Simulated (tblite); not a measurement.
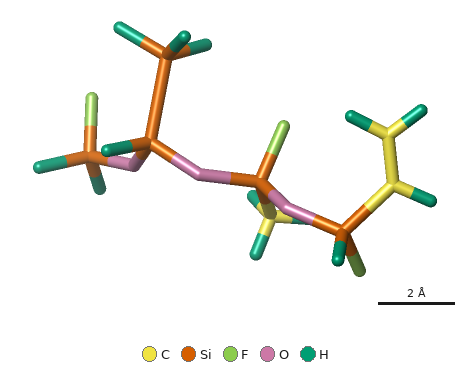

*The structure as given in the input (stick view, seen at a tilt).*

Bond lengths as drawn: C–C 1.33 Å, C–H 1.08 to 1.10 Å, C–Si 1.84 to 1.85 Å, F–Si 1.59 to 1.61 Å, H–Si 1.47 to 1.49 Å, O–Si 1.65 to 1.66 Å and Si–Si 2.34 Å.

Geometry relaxation, with input and output: C3H13F3O3Si5 (part 1 of 2)

System: C3H13F3O3Si5.
Method: GFN2-xTB geometry optimisation, gas phase (tblite 0.8.0).

**Input**
```
{"job": {"xc": "GFN2-xTB", "basis": "xTB", "kind": "relax"}, "charge": 0, "multiplicity": 1}
C      1.806600     4.017400     1.151600
C      2.875100     3.508000     0.544200
Si     3.373500     1.736100     0.460200
F      3.932600     1.491600    -1.028900
O      2.129500     0.677200     0.720000
Si     0.751300     0.181600    -0.053300
C      0.992800    -0.196000    -1.850700
F     -0.297900     1.387300     0.056000
O      0.110700    -1.092400     0.790400
Si    -1.326700    -1.923200     0.890600
Si    -3.130200    -0.498400     1.329400
O     -1.556200    -2.790500    -0.506400
Si    -2.655000    -3.866100    -1.103500
F     -4.088100    -3.173200    -1.071900
H      1.613600     5.100300     1.139500
H      1.057500     3.407100     1.675700
H      3.580600     4.166300     0.055400
H      4.448400     1.464300     1.428100
H      1.707600    -1.011600    -1.979900
H      1.372200     0.674300    -2.385400
H      0.045500    -0.493400    -2.308700
H     -1.201700    -2.889300     2.004700
H     -3.384900     0.394100     0.174600
H     -2.847700     0.336400     2.526200
H     -4.347800    -1.294700     1.615400
H     -2.678600    -5.091600    -0.270700
H     -2.302600    -4.195300    -2.515300
```

The first line tells a small driver script what to run in tblite; the rest is the geometry in Å.

Run on 1 CPU thread, shared host.

Command:
```bash
OMP_NUM_THREADS=1 python <driver script> task.json out
```

**What the program printed**
```
step      E/eV     max force
  0   -1321.61019    1.786
  1   -1321.74181    0.563
  2   -1321.80354    0.535
  3   -1321.84903    0.627
  4   -1321.88863    0.505
  5   -1321.91453    0.363
  6   -1321.93790    0.374
  7   -1321.97004    0.399
  8   -1321.99681    0.366
  9   -1322.01382    0.313
 10   -1322.02437    0.201
 11   -1322.03225    0.175
 12   -1322.03879    0.174
 13   -1322.04460    0.162
 14   -1322.05045    0.202
 15   -1322.05699    0.225
 16   -1322.06276    0.194
 17   -1322.06662    0.101
 18   -1322.06951    0.123
 19   -1322.07291    0.167
 20   -1322.07711    0.152
 21   -1322.08109    0.144
 22   -1322.08406    0.124
 23   -1322.08653    0.124
 24   -1322.08926    0.143
 25   -1322.09218    0.101
 26   -1322.09469    0.094
 27   -1322.09665    0.086
 28   -1322.09846    0.123
 29   -1322.10028    0.114
 30   -1322.10199    0.073
 31   -1322.10354    0.075
 32   -1322.10501    0.090
 33   -1322.10644    0.094
 34   -1322.10775    0.074
 35   -1322.10895    0.070
 36   -1322.11020    0.079
 37   -1322.11155    0.094
 38   -1322.11278    0.074
 39   -1322.11375    0.057
 40   -1322.11464    0.065
 41   -1322.11581    0.103
 42   -1322.11739    0.134
 43   -1322.11904    0.119
 44   -1322.12035    0.078
 45   -1322.12139    0.073
 46   -1322.12248    0.097
 47   -1322.12379    0.118
 48   -1322.12512    0.098
 49   -1322.12625    0.080
 50   -1322.12723    0.085
 51   -1322.12828    0.081
 52   -1322.12952    0.101
 53   -1322.13070    0.087
 54   -1322.13161    0.064
 55   -1322.13242    0.064
 56   -1322.13331    0.086
 57   -1322.13435    0.103
 58   -1322.13572    0.114
 59   -1322.13734    0.081
 60   -1322.13904    0.067
 61   -1322.13965    0.059
 62   -1322.14064    0.077
 63   -1322.14138    0.072
 64   -1322.14209    0.066
 65   -1322.14246    0.122
 66   -1322.14330    0.055
 67   -1322.14414    0.039
 68   -1322.14414    0.039
 69   -1322.14437    0.035
 70   -1322.14521    0.056
 71   -1322.14566    0.068
 72   -1322.14636    0.057
 73   -1322.14676    0.061
 74   -1322.14708    0.037
 75   -1322.14740    0.048
 76   -1322.14777    0.058
 77   -1322.14812    0.042
 78   -1322.14841    0.043
 79   -1322.14865    0.040
 80   -1322.14890    0.043
 81   -1322.14919    0.045
 82   -1322.14948    0.034
 83   -1322.14973    0.033
 84   -1322.14992    0.028
 85   -1322.15012    0.034
 86   -1322.15037    0.034
 87   -1322.15065    0.037
 88   -1322.15092    0.031
 89   -1322.15112    0.028
 90   -1322.15129    0.027
 91   -1322.15148    0.029
 92   -1322.15173    0.040
 93   -1322.15206    0.047
 94   -1322.15244    0.052
 95   -1322.15283    0.053
 96   -1322.15318    0.041
 97   -1322.15354    0.048
 98   -1322.15393    0.053
 99   -1322.15438    0.058
100   -1322.15483    0.051
101   -1322.15531    0.053
102   -1322.15590    0.051
103   -1322.15665    0.065
104   -1322.15748    0.075
105   -1322.15818    0.056
106   -1322.15870    0.045
107   -1322.15922    0.050
108   -1322.15993    0.070
109   -1322.16086    0.073
110   -1322.16181    0.066
111   -1322.16257    0.070
112   -1322.16302    0.093
113   -1322.16376    0.073
114   -1322.16450    0.065
115   -1322.16548    0.049
116   -1322.16612    0.056
117   -1322.16699    0.062
118   -1322.16790    0.056
119   -1322.16883    0.056
120   -1322.16961    0.053
121   -1322.17042    0.065
122   -1322.17109    0.052
123   -1322.17155    0.041
124   -1322.17192    0.047
125   -1322.17237    0.053
126   -1322.17292    0.063
127   -1322.17341    0.036
128   -1322.17369    0.030
129   -1322.17388    0.026
130   -1322.17415    0.043
131   -1322.17442    0.041
132   -1322.17463    0.030
133   -1322.17478    0.023
134   -1322.17496    0.037
135   -1322.17521    0.042
136   -1322.17546    0.040
137   -1322.17562    0.031
138   -1322.17574    0.030
139   -1322.17586    0.036
140   -1322.17613    0.038
141   -1322.17633    0.032
142   -1322.17649    0.022
143   -1322.17661    0.027
144   -1322.17680    0.040
145   -1322.17714    0.051
146   -1322.17761    0.052
147   -1322.17806    0.038
148   -1322.17842    0.044
149   -1322.17884    0.064
150   -1322.17953    0.092
151   -1322.18070    0.102
152   -1322.18184    0.077
153   -1322.18282    0.080
154   -1322.18370    0.087
155   -1322.18465    0.105
156   -1322.18583    0.111
157   -1322.18741    0.063
158   -1322.18915    0.053
159   -1322.18947    0.052
160   -1322.19005    0.043
161   -1322.19073    0.051
162   -1322.19174    0.056
163   -1322.19268    0.058
164   -1322.19310    0.047
165   -1322.19345    0.038
166   -1322.19382    0.035
167   -1322.19435    0.039
168   -1322.19490    0.051
169   -1322.19539    0.048
170   -1322.19580    0.055
171   -1322.19636    0.041
172   -1322.19714    0.051
173   -1322.19827    0.050
174   -1322.19908    0.083
175   -1322.19983    0.079
176   -1322.20083    0.062
177   -1322.20242    0.096
178   -1322.20387    0.106
179   -1322.20554    0.105
180   -1322.20699    0.058
181   -1322.20756    0.177
182   -1322.20913    0.076
183   -1322.21005    0.065
184   -1322.21236    0.174
185   -1322.21404    0.092
186   -1322.21541    0.070
187   -1322.21747    0.176
188   -1322.21917    0.065
189   -1322.21979    0.056
190   -1322.22111    0.084
191   -1322.22191    0.051
192   -1322.22288    0.048
193   -1322.22327    0.043
194   -1322.22394    0.044
195   -1322.22442    0.046
196   -1322.22489    0.038
197   -1322.22515    0.032
198   -1322.22533    0.028
199   -1322.22546    0.023
200   -1322.22558    0.023
201   -1322.22568    0.025
202   -1322.22577    0.022
203   -1322.22585    0.019
204   -1322.22593    0.018
205   -1322.22601    0.018
206   -1322.22607    0.016
207   -1322.22614    0.016
208   -1322.22620    0.015
209   -1322.22626    0.017
210   -1322.22632    0.017
211   -1322.22638    0.019
212   -1322.22644    0.021
213   -1322.22650    0.020
214   -1322.22658    0.023
215   -1322.22666    0.020
216   -1322.22674    0.021
217   -1322.22682    0.016
218   -1322.22688    0.016
219   -1322.22696    0.018
220   -1322.22705    0.024
221   -1322.22716    0.027
222   -1322.22726    0.018
223   -1322.22733    0.017
224   -1322.22740    0.015
225   -1322.22746    0.020
226   -1322.22752    0.020
227   -1322.22758    0.014
228   -1322.22764    0.013
229   -1322.22770    0.018
230   -1322.22777    0.023
231   -1322.22785    0.021
232   -1322.22793    0.019
233   -1322.22802    0.019
234   -1322.22812    0.024
235   -1322.22822    0.020
236   -1322.22832    0.019
237   -1322.22839    0.018
238   -1322.22847    0.020
239   -1322.22855    0.018
240   -1322.22863    0.017
241   -1322.22869    0.018
242   -1322.22876    0.018
243   -1322.22883    0.021
244   -1322.22890    0.016
245   -1322.22896    0.017
246   -1322.22903    0.017
247   -1322.22910    0.018
248   -1322.22917    0.018
249   -1322.22924    0.020
250   -1322.22933    0.021
251   -1322.22941    0.020
252   -1322.22948    0.020
253   -1322.22954    0.021
254   -1322.22959    0.019
255   -1322.22964    0.017
256   -1322.22968    0.012
257   -1322.22972    0.013
258   -1322.22975    0.013
259   -1322.22978    0.016
260   -1322.22982    0.014
261   -1322.22985    0.010
262   -1322.22987    0.008
263   -1322.22989    0.011
264   -1322.22992    0.015
265   -1322.22996    0.017
266   -1322.22999    0.017
267   -1322.23002    0.018
268   -1322.23005    0.016
269   -1322.23009    0.013
270   -1322.23013    0.017
271   -1322.23018    0.013
272   -1322.23021    0.014
273   -1322.23023    0.012
274   -1322.23026    0.012
275   -1322.23030    0.015
276   -1322.23034    0.012
277   -1322.23038    0.011
278   -1322.23040    0.011
279   -1322.23044    0.013
280   -1322.23047    0.012
281   -1322.23051    0.011
282   -1322.23054    0.013
283   -1322.23057    0.013
284   -1322.23061    0.015
285   -1322.23065    0.014
286   -1322.23068    0.010
287   -1322.23071    0.012
288   -1322.23074    0.013
289   -1322.23078    0.014
290   -1322.23083    0.014
291   -1322.23087    0.012
292   -1322.23092    0.016
293   -1322.23098    0.014
294   -1322.23103    0.018
295   -1322.23108    0.018
296   -1322.23113    0.016
297   -1322.23120    0.021
298   -1322.23129    0.021
299   -1322.23137    0.019
300   -1322.23143    0.013
301   -1322.23148    0.015
302   -1322.23154    0.018
303   -1322.23162    0.022
304   -1322.23169    0.021
305   -1322.23175    0.017
306   -1322.23181    0.014
307   -1322.23188    0.019
308   -1322.23198    0.023
309   -1322.23208    0.021
310   -1322.23216    0.018
311   -1322.23224    0.019
312   -1322.23233    0.022
313   -1322.23244    0.028
314   -1322.23255    0.021
315   -1322.23263    0.017
316   -1322.23268    0.017
317   -1322.23273    0.016
318   -1322.23280    0.017
319   -1322.23287    0.017
320   -1322.23292    0.013
321   -1322.23295    0.010
322   -1322.23297    0.011
323   -1322.23301    0.015
324   -1322.23305    0.018
325   -1322.23308    0.013
326   -1322.23312    0.014
327   -1322.23315    0.014
328   -1322.23319    0.018
329   -1322.23324    0.021
330   -1322.23330    0.018
331   -1322.23335    0.015
332   -1322.23341    0.019
333   -1322.23348    0.020
334   -1322.23360    0.026
335   -1322.23374    0.019
336   -1322.23384    0.019
337   -1322.23392    0.019
338   -1322.23400    0.023
339   -1322.23411    0.028
340   -1322.23424    0.033
341   -1322.23436    0.022
342   -1322.23445    0.017
343   -1322.23452    0.019
344   -1322.23459    0.023
345   -1322.23468    0.027
346   -1322.23478    0.020
347   -1322.23486    0.023
348   -1322.23494    0.021
349   -1322.23502    0.030
350   -1322.23512    0.026
351   -1322.23522    0.024
352   -1322.23529    0.016
353   -1322.23536    0.015
354   -1322.23540    0.019
355   -1322.23544    0.014
356   -1322.23550    0.012
357   -1322.23556    0.016
358   -1322.23562    0.021
359   -1322.23568    0.019
360   -1322.23572    0.018
361   -1322.23576    0.015
362   -1322.23581    0.012
363   -1322.23587    0.016
364   -1322.23595    0.022
365   -1322.23601    0.019
366   -1322.23605    0.013
367   -1322.23609    0.016
368   -1322.23615    0.020
369   -1322.23624    0.019
370   -1322.23633    0.022
371   -1322.23641    0.021
372   -1322.23648    0.020
373   -1322.23658    0.018
374   -1322.23666    0.016
375   -1322.23678    0.013
376   -1322.23686    0.019
377   -1322.23694    0.023
378   -1322.23703    0.027
379   -1322.23714    0.028
380   -1322.23728    0.027
381   -1322.23739    0.022
382   -1322.23751    0.020
383   -1322.23761    0.017
384   -1322.23773    0.018
385   -1322.23783    0.020
386   -1322.23791    0.020
387   -1322.23799    0.017
388   -1322.23808    0.017
389   -1322.23816    0.018
390   -1322.23822    0.022
391   -1322.23827    0.019
392   -1322.23832    0.011
393   -1322.23836    0.009
394   -1322.23838    0.010
395   -1322.23840    0.012
396   -1322.23843    0.012
397   -1322.23847    0.009
398   -1322.23850    0.012
399   -1322.23853    0.012
400   -1322.23856    0.011
401   -1322.23858    0.010
402   -1322.23861    0.010
403   -1322.23863    0.012
404   -1322.23866    0.010
405   -1322.23868    0.010
406   -1322.23870    0.009
407   -1322.23872    0.010
408   -1322.23874    0.009
409   -1322.23877    0.010
410   -1322.23879    0.009
411   -1322.23880    0.013
412   -1322.23882    0.012
413   -1322.23885    0.009
414   -1322.23887    0.009
415   -1322.23889    0.010
416   -1322.23890    0.010
417   -1322.23892    0.009
418   -1322.23893    0.008
419   -1322.23895    0.007
420   -1322.23896    0.007
421   -1322.23897    0.008
422   -1322.23899    0.009
423   -1322.23900    0.009
424   -1322.23902    0.009
425   -1322.23904    0.009
426   -1322.23905    0.007
427   -1322.23907    0.006
428   -1322.23908    0.006
429   -1322.23909    0.008
430   -1322.23910    0.007
431   -1322.23911    0.007
432   -1322.23912    0.006
433   -1322.23913    0.005
434   -1322.23914    0.005
435   -1322.23914    0.006
436   -1322.23915    0.005
437   -1322.23915    0.005
438   -1322.23916    0.005
439   -1322.23916    0.006
440   -1322.23917    0.005
441   -1322.23917    0.003
```

**Trajectory as extended XYZ (Å, eV, eV/Å), 8 of the 12 frames kept, from step=0 to step=441**
```
27
Properties=species:S:1:pos:R:3:forces:R:3 step=0 energy=-1321.61019
C     1.8066    4.0174    1.1516   -0.2230   0.3600   0.0510
C     2.8751    3.5080    0.5442   -0.5410   0.5040   0.1640
Si    3.3735    1.7361    0.4602   -0.3600  -1.0640   0.6350
F     3.9326    1.4916   -1.0289    0.0170  -0.1210  -0.0190
O     2.1295    0.6772    0.7200   -0.2380   0.1570  -0.6370
Si    0.7513    0.1816   -0.0533    0.5010  -0.8810   1.4700
C     0.9928   -0.1960   -1.8507    0.0800  -0.2350  -0.6090
F    -0.2979    1.3873    0.0560   -0.2010   0.2500   0.2080
O     0.1107   -1.0924    0.7904   -0.1900   0.5160  -0.5850
Si   -1.3267   -1.9232    0.8906   -0.1780   0.4640   0.0630
Si   -3.1302   -0.4984    1.3294    0.5290  -0.1390  -0.2480
O    -1.5562   -2.7905   -0.5064   -0.6580  -0.3870   0.1390
Si   -2.6550   -3.8661   -1.1035    1.3630  -0.3090  -0.0750
F    -4.0881   -3.1732   -1.0719   -0.1710   0.0990   0.0510
H     1.6136    5.1003    1.1395    0.0540  -0.6090   0.0800
H     1.0575    3.4071    1.6757    0.5570   0.2950  -0.4160
H     3.5806    4.1663    0.0554   -0.1020   0.2760   0.0000
H     4.4484    1.4643    1.4281   -0.3200  -0.2690  -0.3070
H     1.7076   -1.0116   -1.9799   -0.1590   0.1580  -0.1040
H     1.3722    0.6743   -2.3854   -0.0230  -0.1450   0.0060
H     0.0455   -0.4934   -2.3087    0.2540   0.0220   0.0340
H    -1.2017   -2.8893    2.0047    0.4350   0.0600  -0.3430
H    -3.3849    0.3941    0.1746   -0.1400  -0.0600   0.2620
H    -2.8477    0.3364    2.5262   -0.1620  -0.1380  -0.2580
H    -4.3478   -1.2947    1.6154    0.1430   0.2150  -0.0470
H    -2.6786   -5.0916   -0.2707   -0.1250   0.5580  -0.1760
H    -2.3026   -4.1953   -2.5153   -0.1400   0.4230   0.6600
```
